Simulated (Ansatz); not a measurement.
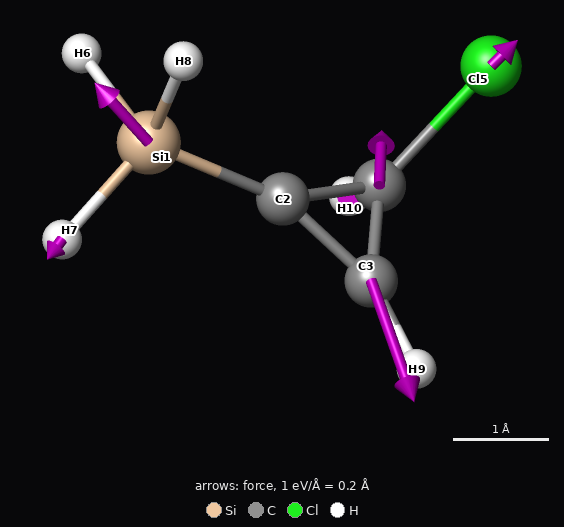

Starting geometry of C3H5ClSi (coarse preliminary run) with the computed forces as purple arrows. The picture is a ball-and-stick view, seen at a tilt.

The start comes from a force field.

All numbers below come from RKS PBE-D4/def2-SVP (Ansatz 0.2.0).

Input
```yaml
crystal:
  periodic: [false, false, false]
  atoms:
    - {symbol: Si, position_ang: [-0.895400, -0.907800, 0.944900]}
    - {symbol: C, position_ang: [0.222800, -0.046100, 0.005100]}
    - {symbol: C, position_ang: [1.406600, 0.326800, -0.293100]}
    - {symbol: C, position_ang: [0.478200, 0.801400, -1.145400]}
    - {symbol: Cl, position_ang: [-0.035100, 2.452200, -1.065200]}
    - {symbol: H, position_ang: [-2.150000, -1.161900, 0.125100]}
    - {symbol: H, position_ang: [-0.397100, -2.153400, 1.450000]}
    - {symbol: H, position_ang: [-1.348700, -0.055700, 2.101800]}
    - {symbol: H, position_ang: [2.480500, 0.328900, -0.013200]}
    - {symbol: H, position_ang: [0.321400, 0.364600, -2.107100]}
basis:
  gaussian: {orbitals: def2-SVP}
hamiltonian: {xc: pbe, dispersion: d4}
relax: {f_tol: 0.03, max_steps: 200}
```

Command:
```bash
ansatz run in.yaml --threads 4 --pin off --events-out ev --progress --plain --max-ram 10444MiB
```

Q: What follows when this structure is relaxed?

A: It isn't relaxed: the largest force vector, on C3, is 7.52 eV/Å. The final displacements have little in common with the starting forces (cosine between the two patterns 0.14). The energy falls by 22.2 kcal/mol in 11 accepted moves (12 points after the start). The largest force component goes from 7 to 0.025 eV/Å. The line search rejected the trial step at point 3 of the run. The atom that moves furthest after the best rigid fit is H6 (0.55 Å). Largest moves by element: H 0.55 Å, Cl 0.39 Å, C 0.21 Å, Si 0.13 Å. Some distances before and after: Si1–C2 1.696 → 1.859 Å, C3–C4 1.347 → 1.466 Å, C4–Cl5 1.731 → 1.816 Å, Si1–H7 1.434 → 1.503 Å. Among the angles between lasting bonds that change: C2–C4–H10 116.7° → 123.1°, Cl5–C4–H10 112.9° → 108.3°, Si1–C2–C4 148.4° → 144.1°. Groups turn about Si1–C2 by about 30°.
